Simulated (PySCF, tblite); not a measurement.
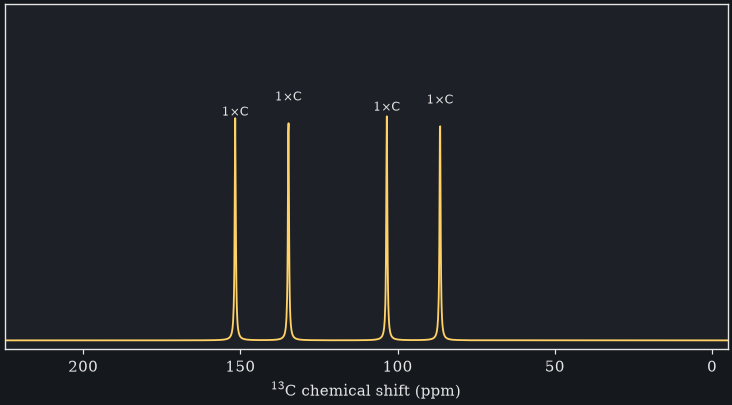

GIAO shifts, PBE0/pcSseg-1 in PySCF, at a GFN2-xTB geometry (a minimum by its frequencies), against TMS for ¹³C computed at the same level. Gas phase, fully decoupled, line heights follow the number of nuclei, widths are arbitrary (no quadrupolar broadening); values of one conformer, averaged over nuclei that symmetry or rotation about single bonds exchange, these motions taken as fast; other conformers aren't averaged in.

**Which molecule was computed?**
A. C₃H₆BFO₂, SMILES C/C=C(/F)B(O)O
B. C₄H₆BF₃O₂, SMILES C/C=C(\B(O)O)C(F)(F)F
C. C₄H₉BO₃, SMILES C/C=C(/CO)B(O)O
D. C₄H₇BOSi, SMILES C#C[SiH2]B(O)C=C

Option D. Its ¹³C signals: 151.6 (1 C), 134.7 (1 C), 103.4 (1 C), 86.5 (1 C) ppm.

Note: the tight-binding geometry is rougher than a DFT one and adds to the error.
